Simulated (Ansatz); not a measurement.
H₆N₂Si

```xyz
9

Si    0.0016   -0.0953    0.0572
N    -0.0341   -0.0974    1.7829
H    -0.9092   -0.0165    2.2855
H     0.7364    0.2994    2.3051
H     1.4643   -0.0920   -0.2502
H    -0.6061    1.0689   -0.6567
N    -0.9415   -1.4295   -0.4999
H    -0.7030   -2.3790   -0.2423
H    -1.3907   -1.3881   -1.4055
```

These are results of RKS B3LYP-D4/6-31G* (Ansatz 0.2.0), not measurements.

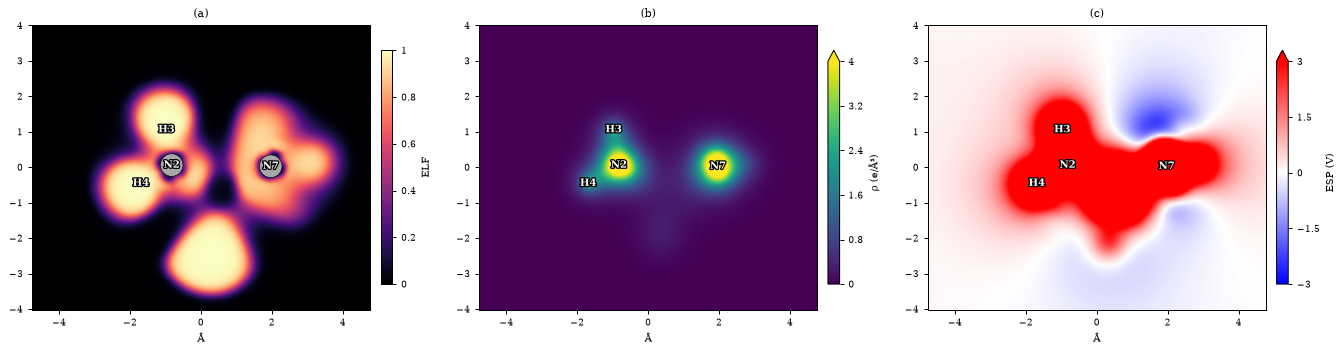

Figure 1. (a) ELF; (b) electron density; (c) molecular electrostatic potential on the plane of atoms H3, N2 and H4. Grey discs cover the atomic cores in the ELF map.

Interpret the plot.

Answer. Atoms in the plane: N and H.
N–H (1.01 Å): ρ at the midpoint is about 2.8 e/Å³; the ELF climbs to about 1 towards the hydrogen, as it does in any bond to H: an ordinary covalent bond to hydrogen.
The ELF also peaks beside N7, away from the bonds: lone-pair regions.
Outside the dense part of the molecule the potential is most negative (−2.3 V) near N2 and N7.

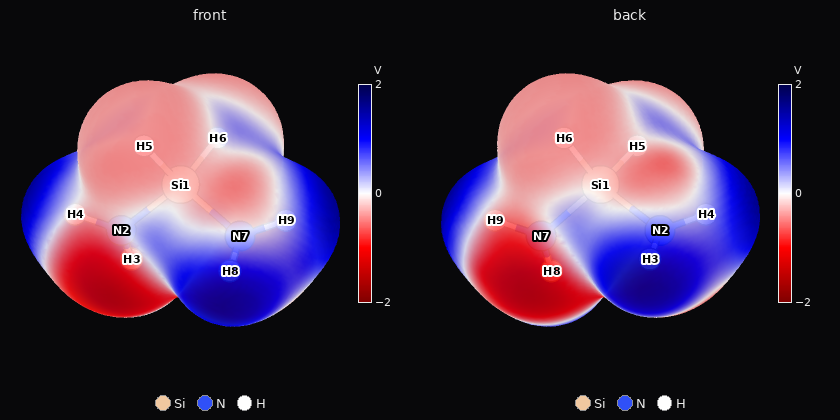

Figure 2. The molecular electrostatic potential painted on the density surface at 0.002 e/bohr³, seen from the front and from behind; the colour scale runs from red (negative) to blue (positive).

Describe the electrostatic potential map.

Answer. The most negative region (about −1.4 V) lies over N2 and N7, the most positive (about +1.6 V) over H3, H4, H8 and H9.

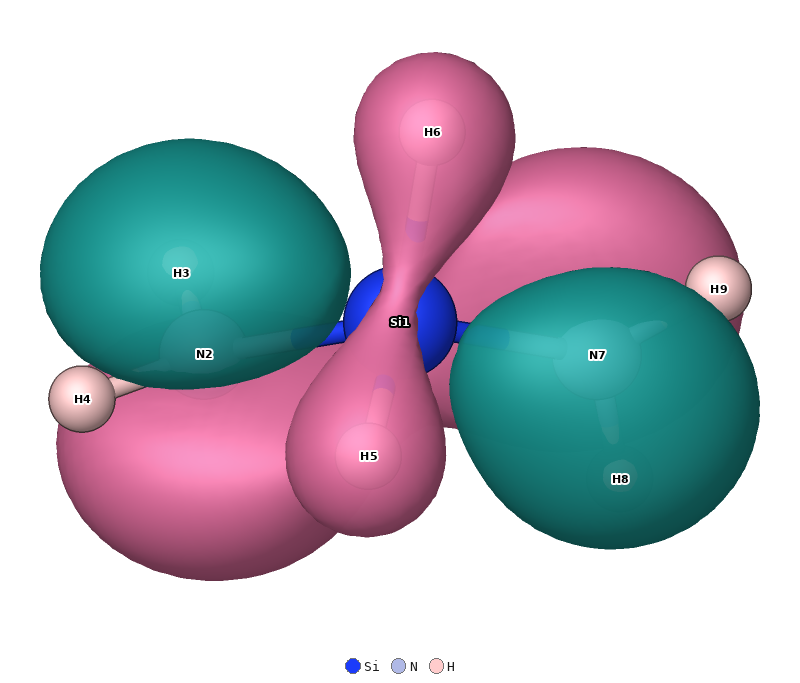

Figure 3. The HOMO−1 at ±0.08 Å⁻³ᐟ² (teal and pink are the two phases), seen from one side.

Describe this orbital and give its energy.

Answer. Its weight (Hirshfeld) is mainly on N2 (about 35 %) and N7 (about 35 %); largely a combination of lone pairs on N2 and N7. Its energy is −6.75 eV.
